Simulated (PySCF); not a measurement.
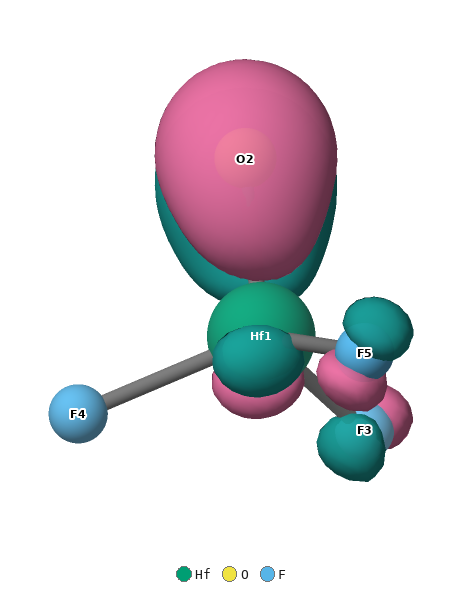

F₃HfO (charge −1). The HOMO−1 at ±0.15 Å⁻³ᐟ² (teal and pink are the two phases), seen from one side.

Core potentials replace the inner electrons of Hf.

All numbers below come from RKS PBE, Hf def2-SVP with ECP60, O def2-SVP, F def2-SVP; non-relativistic Hamiltonian with scalar-relativistic core potentials where named; density fitting in PySCF 2.14.0.

```json
{"atom": "Hf", "x (Å)": "-0.0598", "y (Å)": "0.0000", "z (Å)": "0.0614"}
{"atom": "O", "x (Å)": "1.4442", "y (Å)": "0.0000", "z (Å)": "1.0899"}
{"atom": "F", "x (Å)": "-0.0486", "y (Å)": "1.6027", "z (Å)": "-1.1134"}
{"atom": "F", "x (Å)": "-1.6483", "y (Å)": "0.0000", "z (Å)": "1.2583"}
{"atom": "F", "x (Å)": "-0.0486", "y (Å)": "-1.6027", "z (Å)": "-1.1134"}
```

Q: Describe this orbital and give its energy.

A: By Hirshfeld shares it lies mainly on O2 (about 75 %) and Hf1 (about 20 %). Its energy is −1.04 eV.
